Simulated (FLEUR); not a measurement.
## Cobalt: a ladder in the basis cutoff

Two starts of Cobalt are run at each rung of the basis cutoff. Which rung is enough?

Program: FLEUR MaX-R8.1. Level of theory: PBE; all-electron FLAPW, Dirac cores, scalar-relativistic bands. Results are calculated unless marked as measured.

### Step 1. Starting point

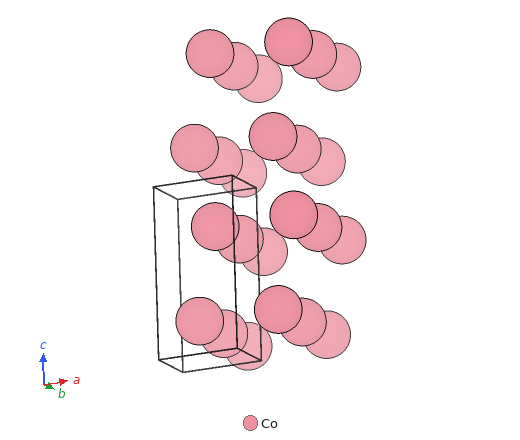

The starting structure, seen from a free direction (cobalt pink). 2×3×2 cells are drawn.

### Step 2. Rung 1 (Kmax 2.16 1/bohr), start ferro ++

The ladder starts at a small basis and climbs, to see from where on the results stand still.

inpgen writes inp.xml from crystal.txt; cutoffs, mixing, functional, smearing and local orbitals are then set in the file. The k list default-1 (kpts.xml, not shown) is a Γ-centred 12×12×12 mesh; where the ranks do not divide the number of points, some are split in two of half the weight.

The input, inp.xml:

```
<?xml version="1.0" encoding="UTF-8" standalone="no"?>
<fleurInput fleurInputVersion="0.39">
   <comment>
      Co
   </comment>
   <calculationSetup>
      <cutoffs Kmax="2.16" Gmax="6.5" GmaxXC="6.5" numbands="0"/>
      <scfLoop itmax="90" minDistance="0.00002" maxIterBroyd="15" imix="Anderson" alpha="0.05" precondParam="0.0" spinf="2.0" sdNocoIR="T"/>
      <coreElectrons ctail="T" frcor="F" kcrel="0" coretail_lmax="0"/>
      <xcFunctional name="pbe" relativisticCorrections="F"/>
      <magnetism jspins="2"/>
      <soc l_soc="F" theta="0.0" phi="0.0" spav="F"/>
      <expertModes spex="0" secvar="F"/>
      <geometryOptimization l_f="F" forcealpha="1.0" forcemix="BFGS" epsdisp="0.00001" epsforce="0.00001"/>
      <ldaU l_linMix="F" mixParam="0.05" spinf="1.0"/>
   </calculationSetup>
   <cell>
      <bzIntegration valenceElectrons="34.0" mode="hist" fermiSmearingEnergy="0.00293995">
         <kPointListSelection listName="default-1"/>
         <xi:include xmlns:xi="http://www.w3.org/2001/XInclude" href="kpts.xml"> </xi:include>
      </bzIntegration>
      <xi:include xmlns:xi="http://www.w3.org/2001/XInclude" href="sym.xml"> </xi:include>
      <bulkLattice scale="1.0">
         <bravaisMatrix>
            <row-1>    4.7382992847653478     0.0000000000188973     0.0000000000000000</row-1>
            <row-2>   -2.3691496423921228     4.1034875513345304     0.0000000000000000</row-2>
            <row-3>    0.0000000000000000     0.0000000000000000     7.6909963545095392</row-3>
         </bravaisMatrix>
      </bulkLattice>
   </cell>
   <atomSpecies>
      <species name="Cobalt (Co2.000" element="Co" atomicNumber="27">
         <mtSphere radius="2.3" gridPoints="761" logIncrement="0.016"/>
         <atomicCutoffs lmax="8" lnonsphr="6"/>
         <electronConfig flipSpins="F">
            <coreConfig>(1s1/2) (2s1/2) (2p1/2) (2p3/2)</coreConfig>
            <valenceConfig>(3s1/2) (3p1/2) (3p3/2) (4s1/2) (3d3/2) (3d5/2)</valenceConfig>
            <stateOccupation state="(3d3/2)" spinUp="1.5" spinDown="1.3"/>
            <stateOccupation state="(3d5/2)" spinUp="3.0" spinDown="1.2"/>
         </electronConfig>
         <energyParameters s="4" p="4" d="3" f="4"/>
         <lo type="SCLO" l="0" n="3" eDeriv="0"/>
         <lo type="SCLO" l="1" n="3" eDeriv="0"/>
      </species>
   </atomSpecies>
   <atomGroups>
      <atomGroup species="Cobalt (Co2.000">
         <relPos label="                   1">1.000/3.000 -1.000/3.000 1.000/4.000</relPos>
         <relPos label="                   2">-1.000/3.000 1.000/3.000 -1.000/4.000</relPos>
         <force calculate="T" relaxXYZ="TTT"/>
      </atomGroup>
   </atomGroups>
   <output dos="F" band="F" slice="F">
      <bandDOS minEnergy="-.5*Htr" maxEnergy="0.5*Htr" sigma="0.015" storeEVData="T"/>
      <plotting iplot="0" polar="F">
         <plot TwoD="T" vec1="  1.0  0.0  0.0" vec2="  0.0  1.0  0.0" vec3="  0.0  0.0  1.0" zero="  0.0  0.0  0.0" file="plot"/>
      </plotting>
      <moessbauerParams electricFieldGradient="F" isomerShift="F" coreHyperfine="F" valenceHyperfine="F"/>
   </output>
</fleurInput>
```

The input, crystal.txt:

```
Co
&input film=F cartesian=F /
2.50739999997  0.00000000001  0.00000000000
-1.25369999999  2.17147209742  0.00000000000
0.00000000000  0.00000000000  4.06990000000
1.8897261246
1.0 1.0 1.0

2
27 0.33333333333  0.66666666667  0.25000000000 : 2.000
27 0.66666666667  0.33333333333  0.75000000000 : 2.000

&kpt div1=12 div2=12 div3=12 gamma=T /
```

Run with:

```bash
$ OMP_NUM_THREADS=1 inpgen -f crystal.txt > inpgen.log  # inp.xml is then edited as shown
$ OMP_NUM_THREADS=1 mpirun -n 2 fleur_MPI > fleur.log
```

The program printed:

```text
Welcome to FLEUR        (www.flapw.de)
      MaX-Release 8.1          (www.max-centre.eu)

 ========== k-point set info ==========
 Selected k-point list: default-1
 k-point list type: mesh
 0 x 0 x 0
 Number of k points: 134

 ------------Calculation Setup---------------------------
 Number of MPI-tasks      :            2
 Number of PE/node        :            2
 Number of OMP-threads    :            1
 k-points in parallel     :            2
 pe's per k-point         :            1
 No of k-point loops      :           67
 Eigenvalue solver        :       lapack
 Number of basis functions:           42
 Approximate size of matrices (H+S) per k-point:         0.000 GB
 --------------------------------------------------------
 Iteration:     1   Distance:      73.85246758 me/bohr^3
 Iteration:     2   Distance:      59.24973803 me/bohr^3
 Iteration:     3   Distance:      37.01176875 me/bohr^3
 Iteration:     4   Distance:      57.57309718 me/bohr^3
 Iteration:     5   Distance:      35.56502471 me/bohr^3
 Iteration:     6   Distance:      28.27455411 me/bohr^3
 Iteration:     7   Distance:       3.09246008 me/bohr^3
 Iteration:     8   Distance:       2.33827132 me/bohr^3
 Iteration:     9   Distance:       2.24937657 me/bohr^3
 Iteration:    10   Distance:       0.80664010 me/bohr^3
 Iteration:    11   Distance:       0.60775394 me/bohr^3
 Iteration:    12   Distance:       0.21374015 me/bohr^3
 Iteration:    13   Distance:       0.09067482 me/bohr^3
 Iteration:    14   Distance:       0.03429948 me/bohr^3
 Iteration:    15   Distance:       0.03231472 me/bohr^3
 Iteration:    16   Distance:       0.03132014 me/bohr^3
 Iteration:    17   Distance:       0.02088368 me/bohr^3
 Iteration:    18   Distance:       0.00563102 me/bohr^3
 Iteration:    19   Distance:       0.00116249 me/bohr^3
 Iteration:    20   Distance:       0.00043219 me/bohr^3
 Iteration:    21   Distance:       0.00006468 me/bohr^3
 Iteration:    22   Distance:       0.00001000 me/bohr^3

 ********************************************************************
 Run finished successfully
 Stop message:
   all done
 ********************************************************************

--- out.xml (last complete iteration) ---
<iteration numberForCurrentRun="   22" overallNumber="   22">
         [... left out ...]
         <bandgap value="0.0000001302" units="eV"/>
         <sumValenceSingleParticleEnergies value="-35.0842562431" units="Htr"/>
         <FermiEnergy value="0.2419332479" units="Htr"/>
         <valenceDensity>
            <mtCharges spin="1">
               <mtCharge atomType="1" total="7.8624652" s="1.2039443" p="3.1584534" d="3.4281612" f="0.0460544"/>
            </mtCharges>
            <mtCharges spin="2">
               <mtCharge atomType="1" total="7.8624652" s="1.2039443" p="3.1584533" d="3.4281612" f="0.0460544"/>
            </mtCharges>
            <spinDependentCharge spin="1" total="17.0000001" interstitial="1.2750697" mtSpheres="15.7249303"/>
            <spinDependentCharge spin="2" total="16.9999999" interstitial="1.2750696" mtSpheres="15.7249304"/>
            <totalCharge value="34.0000000000"/>
         </valenceDensity>
         [... left out ...]
         <magneticMomentsInMTSpheres units="muBohr">
            <globalMagMoment atomType="1" vec="0.00000   0.00000   0.00000"/>
            <localMagMoment atomType="1" vec="0.00000   0.00000   0.00000"/>
         </magneticMomentsInMTSpheres>
         [... left out ...]
         <totalEnergy value="    -2786.0595011318" units="Htr">
            <sumOfEigenvalues value="    -1615.6855133991">
               <coreElectrons value="-1580.6012571559"/>
               <valenceElectrons value="-35.0842562431"/>
            </sumOfEigenvalues>
            <densityCoulombPotentialIntegral value="-4289.3028936416"/>
            <densityEffectivePotentialIntegral value="-4443.6323111336"/>
            <chargeDenXCDenIntegral value="-118.8614987375"/>
            <FockExchangeEnergyValence value="0.0000000000"/>
            <FockExchangeEnergyCore value="0.0000000000"/>
         [... left out ...]
            <tkbTimesEntropy value="0.0012274783"/>
            <freeEnergy value="-2786.0607286102"/>
            <extrapolationTo0K value="-2786.0601148710"/>
         </totalEnergy>
         <densityConvergence units="me/bohr^3">
            <chargeDensity spin="1" distance="0.0000061398"/>
            <chargeDensity spin="2" distance="0.0000055697"/>
            <overallChargeDensity distance="0.0000061223"/>
            <spinDensity distance="0.0000099977"/>
         </densityConvergence>
      </iteration>
```

It took 20 s on 2 MPI ranks of Arm Neoverse N1, shared host; peak memory 0.11 GiB; 40 s of CPU time.

The spin moment in the muffin-tin sphere vanishes on all atoms.

Numbers from this step:

```
free energy                                                       : -75812.5746 eV
program's band gap on this mesh (in a metal only a level spacing) : 1.30e-7 eV
final state                                                       : non-magnetic
```

After 22 cycles the seed has died away: no moment is left.

### Step 3. Rung 1 (Kmax 2.16 1/bohr), start antiferro +-

The second start gives the energy difference between the two end states, the quantity that is followed up the ladder.

Edit inp.xml of step 2 so:

```diff
@@ -44,2 +44,15 @@
       </species>
+      <species name="Cobalt (Co-2.000" element="Co" atomicNumber="27">
+         <mtSphere radius="2.3" gridPoints="761" logIncrement="0.016"/>
+         <atomicCutoffs lmax="8" lnonsphr="6"/>
+         <electronConfig flipSpins="F">
+            <coreConfig>(1s1/2) (2s1/2) (2p1/2) (2p3/2)</coreConfig>
+            <valenceConfig>(3s1/2) (3p1/2) (3p3/2) (4s1/2) (3d3/2) (3d5/2)</valenceConfig>
+            <stateOccupation state="(3d3/2)" spinUp="1.3" spinDown="1.5"/>
+            <stateOccupation state="(3d5/2)" spinUp="1.2" spinDown="3.0"/>
+         </electronConfig>
+         <energyParameters s="4" p="4" d="3" f="4"/>
+         <lo type="SCLO" l="0" n="3" eDeriv="0"/>
+         <lo type="SCLO" l="1" n="3" eDeriv="0"/>
+      </species>
    </atomSpecies>
@@ -48,2 +61,5 @@
          <relPos label="                   1">1.000/3.000 -1.000/3.000 1.000/4.000</relPos>
+         <force calculate="T" relaxXYZ="TTT"/>
+      </atomGroup>
+      <atomGroup species="Cobalt (Co-2.000">
          <relPos label="                   2">-1.000/3.000 1.000/3.000 -1.000/4.000</relPos>
```

Edit crystal.txt of step 2 so:

```diff
@@ -10,3 +10,3 @@
 27 0.33333333333  0.66666666667  0.25000000000 : 2.000
-27 0.66666666667  0.33333333333  0.75000000000 : 2.000
+27 0.66666666667  0.33333333333  0.75000000000 : -2.000
```

The program printed:

```text
[banner, memory and clock lines left out]
Welcome to FLEUR        (www.flapw.de)
      MaX-Release 8.1          (www.max-centre.eu)

 ========== k-point set info ==========
 Selected k-point list: default-1
 k-point list type: mesh
 0 x 0 x 0
 Number of k points: 134

 [... set-up left out ...]
 Iteration:     1   Distance:      73.45620608 me/bohr^3
 Iteration:     2   Distance:      58.98733718 me/bohr^3
 Iteration:     3   Distance:      34.71694938 me/bohr^3
 Iteration:     4   Distance:      57.60885413 me/bohr^3
 Iteration:     5   Distance:      27.00778212 me/bohr^3
 Iteration:     6   Distance:      28.62418940 me/bohr^3
 Iteration:     7   Distance:       6.63189847 me/bohr^3
 Iteration:     8   Distance:       8.61219895 me/bohr^3
[... lines left out ...]
 Iteration:    15   Distance:       0.00059203 me/bohr^3
 Iteration:    16   Distance:       0.00057350 me/bohr^3
 Iteration:    17   Distance:       0.00049209 me/bohr^3
 Iteration:    18   Distance:       0.00019559 me/bohr^3
 Iteration:    19   Distance:       0.00005937 me/bohr^3
 Iteration:    20   Distance:       0.00001509 me/bohr^3

 ********************************************************************
 Run finished successfully
 Stop message:
   all done
 ********************************************************************

--- out.xml (last complete iteration) ---
<iteration numberForCurrentRun="   20" overallNumber="   20">
         [... left out ...]
         <bandgap value="0.0000000000" units="eV"/>
         <sumValenceSingleParticleEnergies value="-35.0842560489" units="Htr"/>
         <FermiEnergy value="0.2419332541" units="Htr"/>
         [... left out ...]
         <magneticMomentsInMTSpheres units="muBohr">
            <globalMagMoment atomType="1" vec="0.00000   0.00000   0.00000"/>
            <globalMagMoment atomType="2" vec="0.00000   0.00000   0.00000"/>
         </magneticMomentsInMTSpheres>
         [... left out ...]
         <totalEnergy value="    -2786.0595011403" units="Htr">
            <sumOfEigenvalues value="    -1615.6855120212">
               <coreElectrons value="-1580.6012559723"/>
               <valenceElectrons value="-35.0842560489"/>
            </sumOfEigenvalues>
         [... left out ...]
            <freeEnergy value="-2786.0607286187"/>
            <extrapolationTo0K value="-2786.0601148795"/>
         </totalEnergy>
         <densityConvergence units="me/bohr^3">
            <chargeDensity spin="1" distance="0.0000080052"/>
            <chargeDensity spin="2" distance="0.0000105613"/>
            <overallChargeDensity distance="0.0000111185"/>
            <spinDensity distance="0.0000150874"/>
         </densityConvergence>
      </iteration>
```

Run time: 20 s. Hardware: 2 MPI ranks; peak memory 0.13 GiB.

The spin moment in the muffin-tin sphere vanishes on all atoms.

Numbers from this step:

* free energy: -75812.5746 eV
* program's band gap on this mesh (in a metal only a level spacing): 0 eV
* final state: non-magnetic

This start lies -0.0 meV a seeded atom from the first; its moments have collapsed.

### Step 4. Rung 2 (Kmax 2.7 1/bohr), start ferro ++

Edit inp.xml of step 3 so:

```diff
@@ -6,3 +6,3 @@
    <calculationSetup>
-      <cutoffs Kmax="2.16" Gmax="6.5" GmaxXC="6.5" numbands="0"/>
+      <cutoffs Kmax="2.7" Gmax="8.1" GmaxXC="8.1" numbands="0"/>
       <scfLoop itmax="90" minDistance="0.00002" maxIterBroyd="15" imix="Anderson" alpha="0.05" precondParam="0.0" spinf="2.0" sdNocoIR="T"/>
@@ -44,15 +44,2 @@
       </species>
-      <species name="Cobalt (Co-2.000" element="Co" atomicNumber="27">
-         <mtSphere radius="2.3" gridPoints="761" logIncrement="0.016"/>
-         <atomicCutoffs lmax="8" lnonsphr="6"/>
-         <electronConfig flipSpins="F">
-            <coreConfig>(1s1/2) (2s1/2) (2p1/2) (2p3/2)</coreConfig>
-            <valenceConfig>(3s1/2) (3p1/2) (3p3/2) (4s1/2) (3d3/2) (3d5/2)</valenceConfig>
-            <stateOccupation state="(3d3/2)" spinUp="1.3" spinDown="1.5"/>
-            <stateOccupation state="(3d5/2)" spinUp="1.2" spinDown="3.0"/>
-         </electronConfig>
-         <energyParameters s="4" p="4" d="3" f="4"/>
-         <lo type="SCLO" l="0" n="3" eDeriv="0"/>
-         <lo type="SCLO" l="1" n="3" eDeriv="0"/>
-      </species>
    </atomSpecies>
@@ -61,5 +48,2 @@
          <relPos label="                   1">1.000/3.000 -1.000/3.000 1.000/4.000</relPos>
-         <force calculate="T" relaxXYZ="TTT"/>
-      </atomGroup>
-      <atomGroup species="Cobalt (Co-2.000">
          <relPos label="                   2">-1.000/3.000 1.000/3.000 -1.000/4.000</relPos>
```

Edit crystal.txt of step 3 so:

```diff
@@ -10,3 +10,3 @@
 27 0.33333333333  0.66666666667  0.25000000000 : 2.000
-27 0.66666666667  0.33333333333  0.75000000000 : -2.000
+27 0.66666666667  0.33333333333  0.75000000000 : 2.000
```

The program printed:

```text
[banner, memory and clock lines left out]
Welcome to FLEUR        (www.flapw.de)
      MaX-Release 8.1          (www.max-centre.eu)

 ========== k-point set info ==========
 Selected k-point list: default-1
 k-point list type: mesh
 0 x 0 x 0
 Number of k points: 134

 [... set-up left out ...]
 Iteration:     1   Distance:      24.68103442 me/bohr^3
 Iteration:     2   Distance:      19.32095141 me/bohr^3
 Iteration:     3   Distance:       4.28634285 me/bohr^3
 Iteration:     4   Distance:       4.39560610 me/bohr^3
 Iteration:     5   Distance:       0.72828959 me/bohr^3
[...]
<sumOfEigenvalues value="    -1608.4389981553">
               <coreElectrons value="-1576.9392726293"/>
               <valenceElectrons value="-31.4997255261"/>
            </sumOfEigenvalues>
         [... left out ...]
            <freeEnergy value="-2786.7730555595"/>
            <extrapolationTo0K value="-2786.7721765331"/>
         </totalEnergy>
         <densityConvergence units="me/bohr^3">
            <chargeDensity spin="1" distance="0.0000079837"/>
            <chargeDensity spin="2" distance="0.0000145742"/>
            <overallChargeDensity distance="0.0000126201"/>
            <spinDensity distance="0.0000198250"/>
         </densityConvergence>
      </iteration>
```

It took 19 s on 2 MPI ranks; peak memory 0.1 GiB; 38 s of CPU time.

Numbers from this step:

```yaml
free_energy: -75831.9580 eV
program_s_band_gap_on_this_mesh_in_a_metal_only_a_level_spacing: 0.002644 eV
magnetization: 3.279 μB
final_state: ferromagnetic
largest_moment: 1.685 μB
```

The largest moment moves by +1.69 μB from rung 1, at 0.95 times its CPU time.

### Step 5. Rung 2 (Kmax 2.7 1/bohr), start antiferro +-

Edit inp.xml of step 4 so:

```diff
@@ -44,2 +44,15 @@
       </species>
+      <species name="Cobalt (Co-2.000" element="Co" atomicNumber="27">
+         <mtSphere radius="2.3" gridPoints="761" logIncrement="0.016"/>
+         <atomicCutoffs lmax="8" lnonsphr="6"/>
+         <electronConfig flipSpins="F">
+            <coreConfig>(1s1/2) (2s1/2) (2p1/2) (2p3/2)</coreConfig>
+            <valenceConfig>(3s1/2) (3p1/2) (3p3/2) (4s1/2) (3d3/2) (3d5/2)</valenceConfig>
+            <stateOccupation state="(3d3/2)" spinUp="1.3" spinDown="1.5"/>
+            <stateOccupation state="(3d5/2)" spinUp="1.2" spinDown="3.0"/>
+         </electronConfig>
+         <energyParameters s="4" p="4" d="3" f="4"/>
+         <lo type="SCLO" l="0" n="3" eDeriv="0"/>
+         <lo type="SCLO" l="1" n="3" eDeriv="0"/>
+      </species>
    </atomSpecies>
@@ -48,2 +61,5 @@
          <relPos label="                   1">1.000/3.000 -1.000/3.000 1.000/4.000</relPos>
+         <force calculate="T" relaxXYZ="TTT"/>
+      </atomGroup>
+      <atomGroup species="Cobalt (Co-2.000">
          <relPos label="                   2">-1.000/3.000 1.000/3.000 -1.000/4.000</relPos>
```

Edit crystal.txt of step 4 so:

```diff
@@ -10,3 +10,3 @@
 27 0.33333333333  0.66666666667  0.25000000000 : 2.000
-27 0.66666666667  0.33333333333  0.75000000000 : 2.000
+27 0.66666666667  0.33333333333  0.75000000000 : -2.000
```

The program printed:

```text
[banner, memory and clock lines left out]
Welcome to FLEUR        (www.flapw.de)
      MaX-Release 8.1          (www.max-centre.eu)

 ========== k-point set info ==========
 Selected k-point list: default-1
 k-point list type: mesh
 0 x 0 x 0
 Number of k points: 134

 [... set-up left out ...]
 Iteration:     1   Distance:      26.11403040 me/bohr^3
 Iteration:     2   Distance:      20.62619645 me/bohr^3
 Iteration:     3   Distance:      11.35793395 me/bohr^3
 Iteration:     4   Distance:       9.77035387 me/bohr^3
 Iteration:     5   Distance:       4.51712624 me/bohr^3
[...]
<sumOfEigenvalues value="    -1608.4588171929">
               <coreElectrons value="-1576.9762883545"/>
               <valenceElectrons value="-31.4825288384"/>
            </sumOfEigenvalues>
         [... left out ...]
            <freeEnergy value="-2786.7560915383"/>
            <extrapolationTo0K value="-2786.7540620585"/>
         </totalEnergy>
         <densityConvergence units="me/bohr^3">
            <chargeDensity spin="1" distance="0.0000042054"/>
            <chargeDensity spin="2" distance="0.0000063009"/>
            <overallChargeDensity distance="0.0000035923"/>
            <spinDensity distance="0.0000100931"/>
         </densityConvergence>
      </iteration>
```

Wall time 36 s (2 MPI ranks); peak memory 0.14 GiB; 72 s of CPU time.

This step gave:

| Quantity | Value |
| --- | --- |
| free energy | -75831.4964 eV |
| program's band gap on this mesh (in a metal only a level spacing) | 0.002450 eV |
| magnetization | 0 μB |
| final state | antiferromagnetic |
| largest moment | 1.209 μB |

This start lies +230.8 meV a seeded atom from the first, a change of +230.8 meV since rung 1; its largest moment is 1.21 μB.

[end of part 1 of 3]

[Logs and program files are shortened in this print: banners, set-up blocks, solver, clock and traceback lines can be left out without a mark of their own.]

[Logs are printed without paths, hosts, clocks, repeated set-up lines and the standing remarks that a program may print on its own settings, such as how far it seeks lower states.]

[Hosts, paths, dates, database ids (printed as entryN), source tags and the programs' standing remarks are cut or masked in the printed files.]

[Where a cell is said to come from a database of computed structures, the database is the Materials Project.]
